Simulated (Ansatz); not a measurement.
## CH$_{4}$BClOSi: geometry relaxation (part 1 of 2)

- system: CH$_{4}$BClOSi
- method: RKS PBE-D4/def2-SVP (Ansatz 0.2.0)

The geometry: force-field start. Figures and captions count atoms from 1; the log counts them from 0 in places.

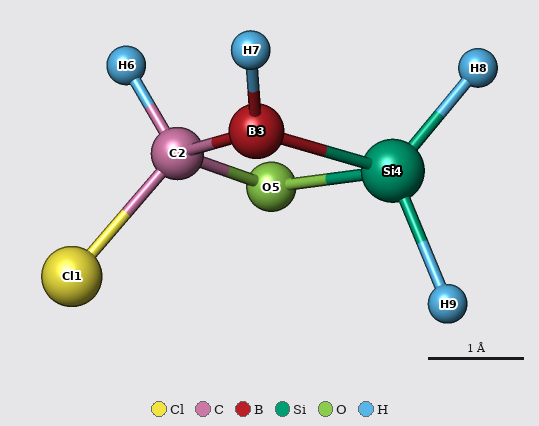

Fig. 1: The input geometry (ball-and-stick view, seen at a tilt; atoms are numbered from 1 in the order of the input).

### Key numbers

```tsv
quantity	value
outcome	converged
total energy	−24202.8815 eV
mean-field energy	−24202.6574 eV
dispersion energy	−0.2241 eV
SCF solution under orbital rotations	stable
largest force (length of the vector) at the end	0.018 eV/Å
dipole moment	2.12 D
hardware	4 threads of Arm Neoverse V1, 23 GiB of memory available, shared host
wall time	32 s (CPU time 1.9 min)
peak memory	0.18 GiB
```

### The input
```yaml
crystal:
  periodic: [false, false, false]
  atoms:
    - {symbol: Cl, position_ang: [-1.381900, 2.053700, 0.002300]}
    - {symbol: C, position_ang: [-0.313600, 0.840200, -0.596900]}
    - {symbol: B, position_ang: [0.750700, 0.480600, 0.522500]}
    - {symbol: Si, position_ang: [-0.009800, -1.207900, 0.369700]}
    - {symbol: O, position_ang: [-0.991800, -0.378100, -0.803300]}
    - {symbol: H, position_ang: [0.180700, 1.182800, -1.540300]}
    - {symbol: H, position_ang: [1.943800, 0.778400, 0.685400]}
    - {symbol: H, position_ang: [0.801800, -2.236300, -0.244800]}
    - {symbol: H, position_ang: [-0.891400, -1.559700, 1.588300]}
basis:
  gaussian: {orbitals: def2-SVP}
hamiltonian: {xc: pbe, dispersion: d4}
relax: {f_tol: 0.03, max_steps: 200}
```

Command:
```bash
ansatz run in.yaml --threads 4 --pin off --events-out ev --progress --plain --max-ram 10444MiB
```

### Log
```
Functional definition: PBE
  name "PBE"
  cite "Perdew, Burke & Ernzerhof, Phys. Rev. Lett. 77, 3865 (1996) doi:10.1103/PhysRevLett.77.3865"
  parent pbe
  parameter kappa = 0.804
  parameter beta = 0.06672455060314922
  exchange = pbe_x(kappa = kappa, mu = beta*pi^2/3)
  correlation = pbe_c(beta = beta)
1078 factors; their error is unknown
mean field evaluation 1: about -24193.6883 eV, gradient 5.4e1 eV
mean field evaluation 2: about -24143.3589 eV, gradient 1.5e2 eV
mean field evaluation 4: about -24200.2265 eV, gradient 1.4e1 eV
mean field evaluation 8: about -24200.6533 eV, gradient 2.1e-1 eV
mean field evaluation 16: about -24200.5855 eV, gradient 2.0e-4 eV
mean field -24200.58553629 eV, -889.3551147126 hartree, gradient 4.5e-5 eV, S^2 0.000000; 0 other end points of the search recorded, 0 dependent functions left out
the calculation of the forces begins
reference -24200.58557027 eV, -889.3551159615 hartree; 27, 27 occupied and 71, 71 virtual orbitals, 1078 factors
relax step   1: F+E_penalty+E_count = -24200.81658254 eV  Δ(F+E_penalty+E_count) = +0.000e0 eV  max|allowed force component| = 2.584e0 eV/Å  Δτ_max = 0.0000 Å  (28 SCF iters, accepted)
these checks for a lower state are left out or cut short: starts, cluster_reference, orbital_swaps, neighbouring_geometries, increment
1078 factors; their error is unknown
mean field -24201.23773335 eV, -889.3790825127 hartree, gradient 7.3e-6 eV, S^2 0.000000; 0 other end points of the search recorded, 0 dependent functions left out
[... from here on the field's lines of each further geometry are left out, up to the last ...]
relax step   2: F+E_penalty+E_count = -24201.46560210 eV  Δ(F+E_penalty+E_count) = -6.490e-1 eV  max|allowed force component| = 1.158e0 eV/Å  Δτ_max = 0.1951 Å  (31 SCF iters, accepted)
relax step   3: F+E_penalty+E_count = -24201.67187952 eV  Δ(F+E_penalty+E_count) = -2.063e-1 eV  max|allowed force component| = 8.505e-1 eV/Å  Δτ_max = 0.1676 Å  (31 SCF iters, accepted)
relax step   4: F+E_penalty+E_count = -24201.77623435 eV  Δ(F+E_penalty+E_count) = -1.044e-1 eV  max|allowed force component| = 8.991e-1 eV/Å  Δτ_max = 0.1441 Å  (30 SCF iters, accepted)
relax step   5: F+E_penalty+E_count = -24201.94401773 eV  Δ(F+E_penalty+E_count) = -1.678e-1 eV  max|allowed force component| = 8.990e-1 eV/Å  Δτ_max = 0.1924 Å  (36 SCF iters, accepted)
relax step   6: F+E_penalty+E_count = -24202.16078423 eV  Δ(F+E_penalty+E_count) = -2.168e-1 eV  max|allowed force component| = 8.230e-1 eV/Å  Δτ_max = 0.1952 Å  (35 SCF iters, accepted)
relax step   7: F+E_penalty+E_count = -24202.41068107 eV  Δ(F+E_penalty+E_count) = -2.499e-1 eV  max|allowed force component| = 8.038e-1 eV/Å  Δτ_max = 0.1966 Å  (37 SCF iters, accepted)
relax step   8: F+E_penalty+E_count = -24202.56541349 eV  Δ(F+E_penalty+E_count) = -1.547e-1 eV  max|allowed force component| = 8.723e-1 eV/Å  Δτ_max = 0.2000 Å  (37 SCF iters, accepted)
relax step   9: F+E_penalty+E_count = -24202.53043061 eV  Δ(F+E_penalty+E_count) = +3.498e-2 eV  max|allowed force component| = 1.792e0 eV/Å  Δτ_max = 0.1953 Å  (34 SCF iters, rejected (line search))
relax step  10: F+E_penalty+E_count = -24202.67447672 eV  Δ(F+E_penalty+E_count) = -1.091e-1 eV  max|allowed force component| = 7.121e-1 eV/Å  Δτ_max = 0.0975 Å  (30 SCF iters, accepted)
relax step  11: F+E_penalty+E_count = -24202.70016985 eV  Δ(F+E_penalty+E_count) = -2.569e-2 eV  max|allowed force component| = 6.132e-1 eV/Å  Δτ_max = 0.0989 Å  (29 SCF iters, accepted)
relax step  12: F+E_penalty+E_count = -24202.71158660 eV  Δ(F+E_penalty+E_count) = -1.142e-2 eV  max|allowed force component| = 5.109e-1 eV/Å  Δτ_max = 0.0788 Å  (31 SCF iters, accepted)
relax step  13: F+E_penalty+E_count = -24202.68841804 eV  Δ(F+E_penalty+E_count) = +2.317e-2 eV  max|allowed force component| = 8.102e-1 eV/Å  Δτ_max = 0.1278 Å  (37 SCF iters, rejected (line search))
relax step  14: F+E_penalty+E_count = -24202.72406790 eV  Δ(F+E_penalty+E_count) = -1.248e-2 eV  max|allowed force component| = 1.069e-1 eV/Å  Δτ_max = 0.0625 Å  (31 SCF iters, accepted)
relax step  15: F+E_penalty+E_count = -24202.73148353 eV  Δ(F+E_penalty+E_count) = -7.416e-3 eV  max|allowed force component| = 3.171e-1 eV/Å  Δτ_max = 0.0810 Å  (29 SCF iters, accepted)
relax step  16: F+E_penalty+E_count = -24202.74774310 eV  Δ(F+E_penalty+E_count) = -1.626e-2 eV  max|allowed force component| = 5.491e-1 eV/Å  Δτ_max = 0.1437 Å  (37 SCF iters, accepted)
relax step  17: F+E_penalty+E_count = -24202.75858080 eV  Δ(F+E_penalty+E_count) = -1.084e-2 eV  max|allowed force component| = 1.388e0 eV/Å  Δτ_max = 0.1983 Å  (37 SCF iters, accepted)
relax step  18: F+E_penalty+E_count = -24202.79661969 eV  Δ(F+E_penalty+E_count) = -3.804e-2 eV  max|allowed force component| = 8.521e-1 eV/Å  Δτ_max = 0.0383 Å  (31 SCF iters, accepted)
relax step  19: F+E_penalty+E_count = -24202.84802078 eV  Δ(F+E_penalty+E_count) = -5.140e-2 eV  max|allowed force component| = 4.974e-1 eV/Å  Δτ_max = 0.2000 Å  (36 SCF iters, accepted)
relax step  20: F+E_penalty+E_count = -24202.83577832 eV  Δ(F+E_penalty+E_count) = +1.224e-2 eV  max|allowed force component| = 5.617e-1 eV/Å  Δτ_max = 0.1629 Å  (36 SCF iters, rejected (line search))
relax step  21: F+E_penalty+E_count = -24202.85872977 eV  Δ(F+E_penalty+E_count) = -1.071e-2 eV  max|allowed force component| = 6.406e-1 eV/Å  Δτ_max = 0.0815 Å  (30 SCF iters, accepted)
relax step  22: F+E_penalty+E_count = -24202.87986248 eV  Δ(F+E_penalty+E_count) = -2.113e-2 eV  max|allowed force component| = 1.269e-1 eV/Å  Δτ_max = 0.0613 Å  (30 SCF iters, accepted)
relax step  23: F+E_penalty+E_count = -24202.88082930 eV  Δ(F+E_penalty+E_count) = -9.668e-4 eV  max|allowed force component| = 1.058e-1 eV/Å  Δτ_max = 0.0280 Å  (30 SCF iters, accepted)
relax step  24: F+E_penalty+E_count = -24202.88136240 eV  Δ(F+E_penalty+E_count) = -5.331e-4 eV  max|allowed force component| = 3.254e-2 eV/Å  Δτ_max = 0.0072 Å  (31 SCF iters, accepted)
the calculation of the forces begins
reference -24202.65744411 eV, -889.4312559208 hartree; 27, 27 occupied and 71, 71 virtual orbitals, 1078 factors
relax step  25: F+E_penalty+E_count = -24202.88150176 eV  Δ(F+E_penalty+E_count) = -1.394e-4 eV  max|allowed force component| = 1.671e-2 eV/Å  Δτ_max = 0.0065 Å  (24 SCF iters, accepted)
```

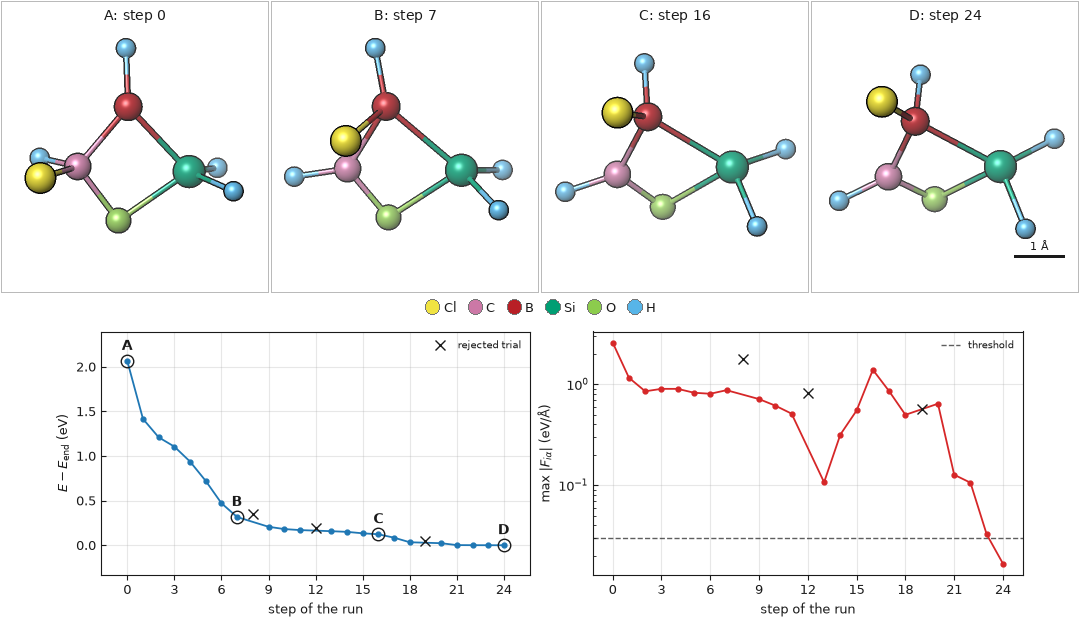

Fig. 2: Frames of the relaxation (ball-and-stick view, seen at a tilt) above the curves, on which the letters mark them (the first geometry is step 0 here and step 1 in the log).

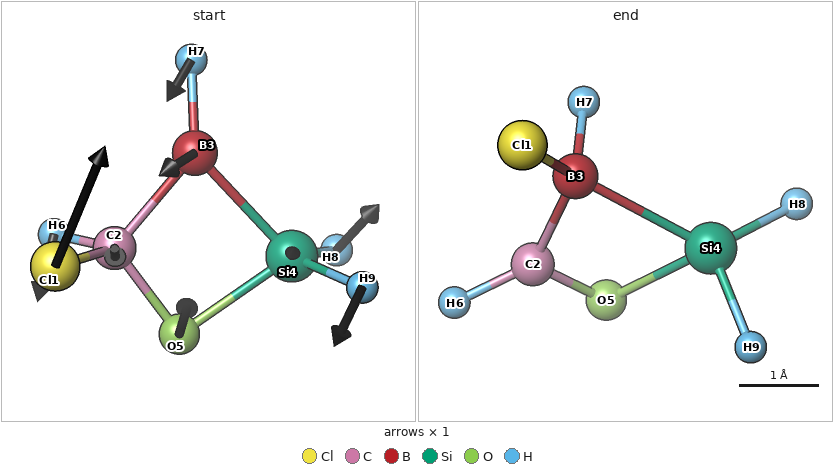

Fig. 3: Before (left) and after (right) the relaxation, at one scale (ball-and-stick view, seen at a tilt). The black arrows give the displacements, at true length. The largest move after the best rigid fit is that of Cl1, 1.76 Å. Largest moves by element: Cl 1.76 Å, O 1.05 Å, H 1.02 Å, B 0.66 Å, C 0.53 Å, Si 0.20 Å. Among the contacts that change: Cl1–C2 1.724 → 2.991 Å, Cl1–B3 2.701 → 1.806 Å, B3–Si4 1.858 → 2.056 Å, Si4–O5 1.740 → 1.843 Å. New bonds form: Cl1–B3 (2.70 → 1.81 Å). Bonds break: Cl1–C2 (1.72 → 2.99 Å). Among the angles that change: Si4–B3–H7 128.5° → 93.6°, C2–B3–H7 133.1° → 100.4°, B3–C2–H6 111.6° → 133.4°. Over 24 geometry steps the energy falls by 2.065 eV. The largest force component goes from 2.6 to 0.017 eV/Å. The line search rejected the trial steps at points 8, 12, 19 (counted from 0) and went back. (Atoms are counted from 1 in the order of the input.)

```
1078 factors; their error is unknown
mean field -24202.65741157 eV, -889.4312547250 hartree, gradient 8.7e-6 eV, S^2 0.000000; 1 other end points of the search recorded, 0 dependent functions left out
the calculation of the forces begins
reference -24202.65744411 eV, -889.4312559208 hartree; 27, 27 occupied and 71, 71 virtual orbitals, 1078 factors
Total energy: -24202.88153430 eV, -889.4394910831 hartree
Atom 0 at    -0.244119     2.265129     1.483049 Å, force    -0.000793    -0.001462    -0.005336 eV/Å
Atom 1 at    -0.196008     0.597552    -0.999037 Å, force     0.000473     0.001211     0.008868 eV/Å
Atom 2 at     0.298240     0.881104     0.456876 Å, force     0.008548     0.003485     0.002761 eV/Å
Atom 3 at    -0.059024    -1.143392     0.488080 Å, force     0.000270     0.005478    -0.016711 eV/Å
Atom 4 at    -0.123942    -0.675460    -1.293039 Å, force    -0.000828    -0.006563    -0.000517 eV/Å
Atom 5 at    -0.600872     1.247220    -1.810839 Å, force    -0.003793    -0.000834     0.001747 eV/Å
Atom 6 at     1.524553     0.740678     0.310015 Å, force    -0.003397    -0.002212     0.004545 eV/Å
Atom 7 at     0.930929    -2.268069     0.645227 Å, force    -0.000069     0.001005     0.003507 eV/Å
Atom 8 at    -1.441257    -1.691061     0.702568 Å, force    -0.000410    -0.000109     0.001137 eV/Å
Dipole moment:    -0.059732    -0.343540    -0.271530 e Å
```

### Trajectory as extended XYZ (Å, eV, eV/Å), 23 of the 25 frames kept, from step=1 to step=25
```
9
Properties=species:S:1:pos:R:3:forces:R:3 step=1 energy=-24200.81658
Cl   -1.3819    2.0537    0.0023   -1.2116   1.6545   0.7653
C    -0.3136    0.8402   -0.5969    1.4271  -0.2480  -0.8438
B     0.7507    0.4806    0.5225    2.5836   1.2424  -0.4704
Si   -0.0098   -1.2079    0.3697   -2.5299  -1.3098   1.5045
O    -0.9918   -0.3781   -0.8033    0.0784  -0.7233  -0.2892
H     0.1807    1.1828   -1.5403   -0.2914   0.2248  -0.0415
H     1.9438    0.7784    0.6854   -0.8232   0.6932   0.1829
H     0.8018   -2.2363   -0.2448    0.4650  -1.0200  -0.2637
H    -0.8914   -1.5597    1.5883    0.3020  -0.5139  -0.5439
9
Properties=species:S:1:pos:R:3:forces:R:3 step=2 energy=-24201.46560
Cl   -1.3584    2.0743    0.0701   -0.5557   0.7865   0.5787
C    -0.2825    0.8614   -0.6201    1.1579  -0.4549  -1.0803
B     0.8597    0.4733    0.4223    1.1063   0.9401   0.3225
Si   -0.0588   -1.2299    0.4213   -0.8933  -0.8128   0.4471
O    -0.9369   -0.3856   -0.8341    0.1005  -0.1661   0.1256
H     0.1302    1.2540   -1.5863   -0.3698   0.1017   0.0887
H     1.9628    0.9722    0.6980   -0.7513   0.0090  -0.1545
H     0.7254   -2.3606   -0.1480    0.0451  -0.3772  -0.0699
H    -0.9530   -1.7054    1.5596    0.1603  -0.0264  -0.2578
9
Properties=species:S:1:pos:R:3:forces:R:3 step=3 energy=-24201.67188
Cl   -1.2874    2.0715    0.1653   -0.0841   0.2311   0.3775
C    -0.2272    0.8635   -0.6690    0.5791  -0.8505  -0.8454
B     0.9106    0.4926    0.3919    0.1511   0.6151   0.3131
Si   -0.0691   -1.2626    0.4456    0.0903  -0.1821  -0.2406
O    -0.8822   -0.3979   -0.8465    0.0686   0.2448   0.0375
H     0.0667    1.3043   -1.6614   -0.2867  -0.0770   0.3618
H     1.9094    1.1293    0.7217   -0.3606  -0.2343  -0.1063
H     0.6482   -2.4885   -0.0956   -0.0829   0.1619   0.0332
H    -0.9806   -1.7584    1.5308   -0.0749   0.0910   0.0692
9
Properties=species:S:1:pos:R:3:forces:R:3 step=4 energy=-24201.77623
Cl   -1.1978    2.0317    0.2709    0.1356  -0.0538   0.2476
C    -0.1887    0.8279   -0.7205    0.2386  -0.8991  -0.7223
B     0.9223    0.5158    0.3860   -0.3618   0.2903   0.1616
Si   -0.0737   -1.2732    0.4420    0.3385   0.1505  -0.1684
O    -0.8577   -0.4238   -0.8797    0.1770   0.5766   0.0184
H     0.0120    1.3165   -1.7123   -0.2039  -0.1283   0.4277
H     1.8583    1.2075    0.7536   -0.1638  -0.2169  -0.0713
H     0.6256   -2.5204   -0.0781   -0.0807   0.2122   0.0490
H    -1.0117   -1.7283    1.5210   -0.0795   0.0686   0.0577
9
Properties=species:S:1:pos:R:3:forces:R:3 step=5 energy=-24201.94402
Cl   -1.0724    1.9599    0.3979    0.2559  -0.1569   0.2297
C    -0.1460    0.7707   -0.7943    0.0254  -0.8990  -0.5384
B     0.8955    0.5504    0.3958   -0.6223   0.2057  -0.0659
Si   -0.0743   -1.2590    0.4398    0.2679   0.1859   0.1766
O    -0.8401   -0.4482   -0.9212    0.2877   0.7666  -0.1553
H    -0.0446    1.3231   -1.7649   -0.1307  -0.1593   0.4263
H     1.8002    1.2603    0.7796   -0.0289  -0.1500  -0.0575
H     0.6131   -2.5133   -0.0566    0.0038   0.1486   0.0140
H    -1.0429   -1.6903    1.5068   -0.0588   0.0584  -0.0295
```
